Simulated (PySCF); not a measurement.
Consider C$_{2}$H$_{6}$OSi (SMILES C1OC[SiH2]1).

```xyz
10

C    -0.4916    1.0987    0.1715
O     0.9069    1.0065   -0.1400
C     1.1143   -0.4081   -0.2707
Si   -0.7251   -0.8051    0.1064
H    -1.0054    1.6974   -0.5865
H    -0.6277    1.5914    1.1388
H     1.8610   -0.7456    0.4543
H     1.4880   -0.6414   -1.2721
H    -1.5204   -1.3214   -1.0050
H    -0.9912   -1.4678    1.3808
```

Geometry: GFN2-xTB.

Level of theory: PySCF, CAM-B3LYP/def2-SVPD, SCF density, gas phase.

Predict the electron density and electron localisation function between the atoms.

C–O (1.44 Å): the density is about 2 e/Å³ at the midpoint, with its minimum of 1.7 e/Å³ about 0.5 Å from C; the ELF peaks at about 0.90 between the atoms, as expected for a shared but strongly polarised pair.
C–Si (1.92 Å): ρ is about 0.91 e/Å³ halfway; the ELF peaks at about 0.95 between the atoms: localised, covalent bonding.

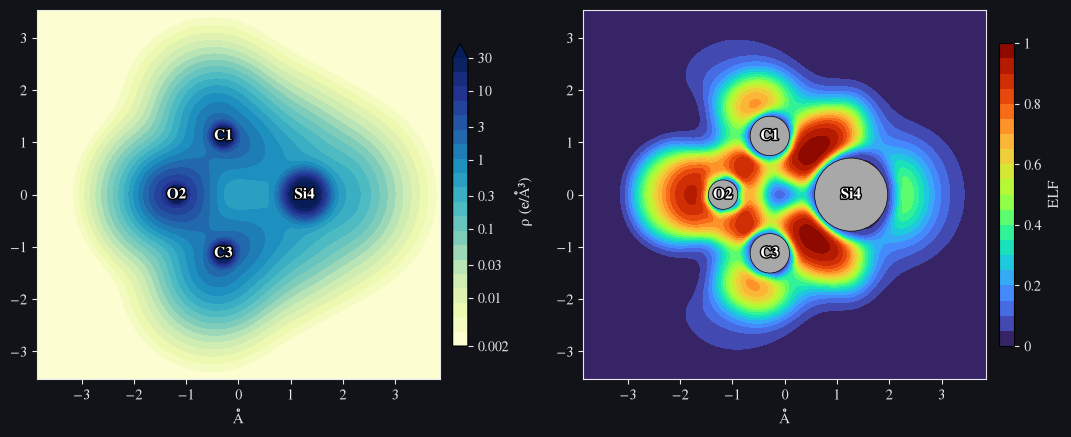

Computed electron density and electron localisation function on the plane of atoms C1, Si4 and C3, in this order. Grey discs cover the atomic cores in the ELF map. 
